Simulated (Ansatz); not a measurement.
# CuCH3 (singlet): correlated methods under varied settings at distance Cu1–C2 = 6.430 Å

What do other methods and options give for CuCH3 (singlet) at this geometry, and how long do they take?

The runs use Ansatz 0.2.0, Gaussian basis; the settings change from run to run.

17 further runs of the same task are left out: 17 that didn't finish.

### Step 1. The geometry

The geometry derives from a PBE0/def2-TZVP stationary point (not a proven minimum). One bond is set to the value named and the two fragments are kept rigid.

5 atoms, charge 0, spin multiplicity 1.

Atoms are counted from 1 here; the program's logs count them from 0.

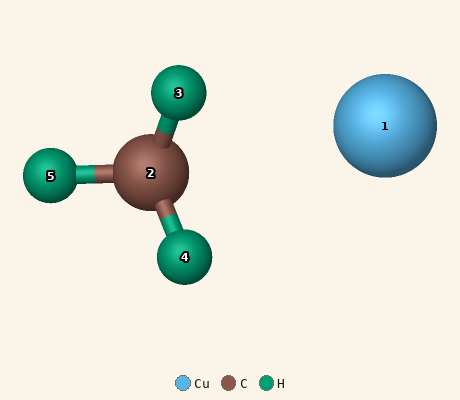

The structure; copper blue, carbon brown, hydrogen teal; atoms are numbered from 1 in the order of the file.

### Step 2. CCSD(T) on RHF/def2-SVP

Contents of in.yaml:

```yaml
crystal:
  periodic: [false, false, false]
  atoms:
    - {symbol: Cu, position_ang: [-5.354050, 0.041310, 0.032874]}
    - {symbol: C, position_ang: [1.075637, -0.008299, -0.006604]}
    - {symbol: H, position_ang: [1.418195, -1.044443, -0.003615]}
    - {symbol: H, position_ang: [1.435638, 0.510127, 0.883667]}
    - {symbol: H, position_ang: [1.424579, 0.501306, -0.906322]}
basis:
  gaussian: {orbitals: def2-SVP, fitting: {mean_field: def2-universal-jkfit}}
magnetization: {spin_polarized: false}
correlation: {method: ccsd_t, electrons: outside_noble_gas}
accuracy: high
```

Started as:

```sh
$ ansatz run in.yaml --threads 1 --pin off --events-out ev --progress --plain --max-ram 2393MiB
```

Output, shortened:

```text
Functional definition: HF
  name "HF"
  cite "Fock, Z. Phys. 61, 126 (1930) doi:10.1007/BF01340294"
  parent pbe
[...]
393 factors; integrals over basis functions are off by at most 2.6e-1 eV
[...]
mean field -45662.41958229 eV, -1678.0629685496 hartree, gradient 9.2e-9 eV, S^2 0.000000; 5 other end points of the search recorded, 0 dependent functions left out; unrestricted orbitals would lower it
determinant -45662.41958229 eV, -1678.0629685496 hartree, with singles and doubles -45676.04281735 eV, -1678.5636132037 hartree
determinant -45662.18300493 eV, -1678.0542744920 hartree, with singles and doubles -45675.96515067 eV, -1678.5607590061 hartree
determinant -45660.62126960 eV, -1677.9968817769 hartree, with no singles and doubles
determinant -45662.41958229 eV, -1678.0629685496 hartree, with singles and doubles -45676.78953673 eV, -1678.5910546348 hartree
determinant -45662.18300493 eV, -1678.0542744920 hartree, with singles and doubles -45676.77492980 eV, -1678.5905178401 hartree
[...]
unrestricted determinant -45666.48677822 eV, -1678.2124352430 hartree, S^2 1.0080
10 core orbitals not correlated: weight in the atoms' cores, before any rotation towards them, 1.000 or more for the frozen orbitals, at most 0.000 for the correlated occupied ones
reference -45662.41958229 eV, -1678.0629685496 hartree; 9, 9 occupied and 41, 41 virtual orbitals, 393 factors
second order -15.02957338 eV of doubles, -0.00000000 eV of singles
cycle   1  -12.08501265 eV  change    -1.1e0 eV  update   1.5e-1
[...]
cycle  30  -14.36995337 eV  change   6.8e-10 eV  update  4.4e-10
perturbative correction -1.42913095 eV, -0.0525195938 hartree
WARN: the results are in doubt because among natural orbitals full CI differs from the method by +0.128 eV
Total energy: -45678.21866661 eV, -1678.6435741894 hartree
In doubt: among natural orbitals full CI differs from the method by +0.128 eV
```

It took 9.5 s on 1 thread of Arm Neoverse V1, shared host.

From the report: correlation -15.7991 eV; T1 0.051; largest double amplitude 0.86. Mind the lines of doubt at the end of the log.

### Step 3. NEVPT4(SD)(8,6)/STO-3G

Changes to in.yaml since step 2:

```diff
@@ -9,5 +9,3 @@
 basis:
-  gaussian: {orbitals: def2-SVP, fitting: {mean_field: def2-universal-jkfit}}
-magnetization: {spin_polarized: false}
-correlation: {method: ccsd_t, electrons: outside_noble_gas}
-accuracy: high
+  gaussian: {orbitals: STO-3G}
+correlation: {method: fic_nevpt4_sd, electrons: outside_noble_gas, active_space: {window: {electrons: 8, orbitals: 6}, states: [{multiplicity: 1, weights: [1, 1, 0.5]}, {multiplicity: 3, weights: [1]}]}}
```

Launched as before.

Output, shortened:

```text
Functional definition: HF
  name "HF"
  cite "Fock, Z. Phys. 61, 126 (1930) doi:10.1007/BF01340294"
  parent pbe
[...]
291 factors; integrals over basis functions are off by at most 4.2e-8 eV
[...]
mean field -45147.19089196 eV, -1659.1286634143 hartree, gradient 8.7e-7 eV, S^2 0.000000; 16 other end points of the search recorded, 0 dependent functions left out; unrestricted orbitals would lower it
reference -45147.19089196 eV, -1659.1286634143 hartree; 19, 19 occupied and 7, 7 virtual orbitals, 291 factors
state -45157.79378168 eV, -1659.5183124248 hartree
state -45157.78704951 eV, -1659.5180650220 hartree
state -45157.72154746 eV, -1659.5156578661 hartree
state -45157.79378168 eV, -1659.5183124248 hartree; corrected -45160.02188549 eV, -1659.6001937297 hartree
state -45157.78704951 eV, -1659.5180650220 hartree; corrected -45160.01664252 eV, -1659.6000010539 hartree
[...]
state -45157.78699523 eV, -1659.5180630273 hartree
state -45157.72157491 eV, -1659.5156588748 hartree
state -45157.79374415 eV, -1659.5183110457 hartree; corrected -45160.02185220 eV, -1659.6001925060 hartree
state -45157.78699523 eV, -1659.5180630273 hartree; corrected -45160.01659501 eV, -1659.5999993080 hartree
state -45157.72157491 eV, -1659.5156588748 hartree; corrected -45159.95242714 eV, -1659.5976411822 hartree
state -45158.03851119 eV, -1659.5273060683 hartree
state -45158.03851119 eV, -1659.5273060683 hartree; corrected -45160.26558918 eV, -1659.6091496748 hartree
state -45157.79378168 eV, -1659.5183124248 hartree; corrected -45160.02188549 eV, -1659.6001937297 hartree
state -45157.78704951 eV, -1659.5180650220 hartree; corrected -45160.01664252 eV, -1659.6000010539 hartree
state -45157.72154746 eV, -1659.5156578661 hartree; corrected -45159.95240226 eV, -1659.5976402679 hartree
state -45158.03853909 eV, -1659.5273070937 hartree; corrected -45160.26561235 eV, -1659.6091505265 hartree
[...]
Total energy: -45160.08009757 eV, -1659.6023329840 hartree
```

Wall time 23 s (1 thread of Arm Neoverse V1, shared host).

From the report: 225 determinants; active occupations (of the averaged states) 1.68, 1.58, 1.50, 1.24, 1.00, 1.00.

### Step 4. BCCD(T) on RHF/def2-SVP

Changes to in.yaml since step 3:

```diff
@@ -9,3 +9,5 @@
 basis:
-  gaussian: {orbitals: STO-3G}
-correlation: {method: fic_nevpt4_sd, electrons: outside_noble_gas, active_space: {window: {electrons: 8, orbitals: 6}, states: [{multiplicity: 1, weights: [1, 1, 0.5]}, {multiplicity: 3, weights: [1]}]}}
+  gaussian: {orbitals: def2-SVP}
+magnetization: {spin_polarized: false}
+correlation: {method: bccd_t, electrons: outside_noble_gas}
+output: {forces: true}
```

The command is unchanged.

Output, shortened:

```text
Functional definition: HF
  name "HF"
  cite "Fock, Z. Phys. 61, 126 (1930) doi:10.1007/BF01340294"
  parent pbe
[...]
655 factors; integrals over basis functions are off by at most 4.3e-4 eV
[...]
mean field -45662.42167258 eV, -1678.0630453664 hartree, gradient 2.8e-6 eV, S^2 0.000000; 4 other end points of the search recorded, 0 dependent functions left out; unrestricted orbitals would lower it
determinant -45662.42167258 eV, -1678.0630453664 hartree, with singles and doubles -45676.04207352 eV, -1678.5635858687 hartree
determinant -45662.18516635 eV, -1678.0543539226 hartree, with singles and doubles -45675.96438566 eV, -1678.5607308922 hartree
determinant -45660.62337862 eV, -1677.9969592821 hartree, with no singles and doubles
determinant -45662.42167258 eV, -1678.0630453664 hartree, with singles and doubles -45676.78908104 eV, -1678.5910378887 hartree
[...]
reference -45662.42167258 eV, -1678.0630453664 hartree; 9, 9 occupied and 41, 41 virtual orbitals, 655 factors
second order -15.03083289 eV of doubles, -0.00000000 eV of singles
cycle   1  -14.23449045 eV  change    1.3e-1 eV  update   1.6e-1
[...]
cycle  15  -14.32017500 eV  change    3.7e-7 eV  update   8.2e-7
perturbative correction -1.35489216 eV, -0.0497913685 hartree
WARN: these amplitudes may be one of several solutions (largest doubles amplitude 0.83, level shift 8.81 eV)
[...]
Total energy: -45678.09673974 eV, -1678.6390934596 hartree
Atom 0 at    -5.354050     0.041310     0.032874 Å, force    -0.056961     0.000439     0.000350 eV/Å
Atom 1 at     1.075637    -0.008299    -0.006604 Å, force     1.790136    -0.013809    -0.010992 eV/Å
Atom 2 at     1.418195    -1.044443    -0.003615 Å, force    -0.581709    -0.514086     0.006127 eV/Å
Atom 3 at     1.435638     0.510127     0.883667 Å, force    -0.572958     0.265941     0.451333 eV/Å
Atom 4 at     1.424579     0.501306    -0.906322 Å, force    -0.578507     0.261515    -0.446818 eV/Å
Dipole moment:     0.283071    -0.002184    -0.001738 e Å
```

Wall time 17 s (1 thread of Arm Neoverse V1, shared host).

From the report: correlation -15.6751 eV; largest double amplitude 0.83. The report flags that the cluster equations may have other roots.

### Step 5. CCSD on RHF/def2-SVPD

Changes to in.yaml since step 4:

```diff
@@ -9,5 +9,6 @@
 basis:
-  gaussian: {orbitals: def2-SVP}
+  gaussian: {orbitals: def2-SVPD}
 magnetization: {spin_polarized: false}
-correlation: {method: bccd_t, electrons: outside_noble_gas}
+hamiltonian: {pseudopotentials: {relativity: none}}
+correlation: {method: ccsd, electrons: outside_noble_gas, diis_vectors: 1}
 output: {forces: true}
```

Launched as before.

Output, shortened:

```text
Functional definition: HF
  name "HF"
  cite "Fock, Z. Phys. 61, 126 (1930) doi:10.1007/BF01340294"
  parent pbe
[...]
802 factors; integrals over basis functions are off by at most 1.2e-3 eV
[...]
mean field -45662.66481433 eV, -1678.0719806607 hartree, gradient 2.8e-6 eV, S^2 0.000000; 5 other end points of the search recorded, 0 dependent functions left out; unrestricted orbitals would lower it
determinant -45662.66481433 eV, -1678.0719806607 hartree, with singles and doubles -45676.31632187 eV, -1678.5736643095 hartree
determinant -45662.38745363 eV, -1678.0617878429 hartree, with singles and doubles -45676.20285237 eV, -1678.5694943823 hartree
determinant -45661.47081761 eV, -1678.0281020907 hartree, with singles and doubles -45661.47081761 eV, -1678.0281020907 hartree
determinant -45662.66481433 eV, -1678.0719806607 hartree, with singles and doubles -45676.97679626 eV, -1678.5979362955 hartree
[...]
reference -45662.66481433 eV, -1678.0719806607 hartree; 9, 9 occupied and 59, 59 virtual orbitals, 802 factors
second order -14.70917096 eV of doubles, -0.00000000 eV of singles
cycle   1  -12.29042544 eV  change   -9.4e-1 eV  update   1.5e-1
[...]
cycle  32  -14.31198636 eV  change    9.0e-8 eV  update   9.9e-7
WARN: the results are in doubt because among natural orbitals full CI differs from the method by -0.094 eV
[...]
Total energy: -45676.97680069 eV, -1678.5979364584 hartree
Atom 0 at    -5.354050     0.041310     0.032874 Å, force     0.023533    -0.000182    -0.000144 eV/Å
Atom 1 at     1.075637    -0.008299    -0.006604 Å, force     1.667322    -0.012861    -0.010237 eV/Å
Atom 2 at     1.418195    -1.044443    -0.003615 Å, force    -0.566970    -0.431881     0.005631 eV/Å
Atom 3 at     1.435638     0.510127     0.883667 Å, force    -0.559608     0.224324     0.380164 eV/Å
Atom 4 at     1.424579     0.501306    -0.906322 Å, force    -0.564276     0.220600    -0.375413 eV/Å
Dipole moment:     0.026693    -0.000206    -0.000164 e Å
In doubt: among natural orbitals full CI differs from the method by -0.094 eV
```

It took 39 s on 1 thread of Arm Neoverse V1, shared host; peak memory 0.29 GiB.

From the report: correlation -14.3120 eV; T1 0.064; largest double amplitude 0.84. Mind the lines of doubt at the end of the log.

### Step 6. The runs in one table

 † marks a result that the program doubts.

```
                                          level         correlated  functions  energy (eV)   time
                      CCSD(T) on RHF/def2-SVP †  outside noble gas         60  -45678.2187  9.5 s
NEVPT4(SD)(8,6)/STO-3G (mean of several states)  outside noble gas         26  -45160.0801   23 s
                      BCCD(T) on RHF/def2-SVP †  outside noble gas         60  -45678.0967   17 s
                        CCSD on RHF/def2-SVPD †  outside noble gas         78  -45676.9768   39 s
```

### Step 7. Outcome

```
quantity                             value
    runs                                 4
quickest  CCSD(T) on RHF/def2-SVP †, 9.5 s
 slowest     CCSD on RHF/def2-SVPD †, 39 s
```

What this shows: Total energies in different bases, with other cores or another treatment of relativity can't be set against each other. CCSD on RHF/def2-SVPD † took 4 times as long as CCSD(T) on RHF/def2-SVP †; the jobs differ in more than the method.
